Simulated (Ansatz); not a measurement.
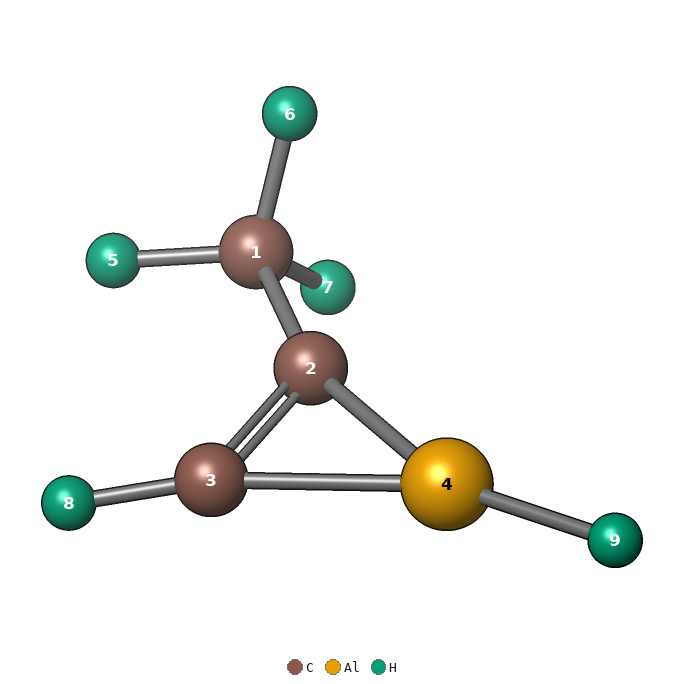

The atoms are numbered. The computed structure is the end point of a PBE0-D4/def2-TZVP optimisation.

### Describe the coordination of atom 3.

C3 has 3 neighbours (C2 at 1.37, Al4 at 1.85, H8 at 1.09 Å); the arrangement is T-shaped.

### Describe the coordination of atom 2.

C2 has 3 neighbours (C1 at 1.48, C3 at 1.37, Al4 at 1.86 Å); the arrangement is T-shaped.

### What is the geometry at C1?

C1 has 4 neighbours (C2 at 1.48, H5 at 1.10, H6 at 1.09, H7 at 1.09 Å); the arrangement is tetrahedral.

### What is the dihedral angle C1–C2–C3–Al4?

180° in size, that is anti.
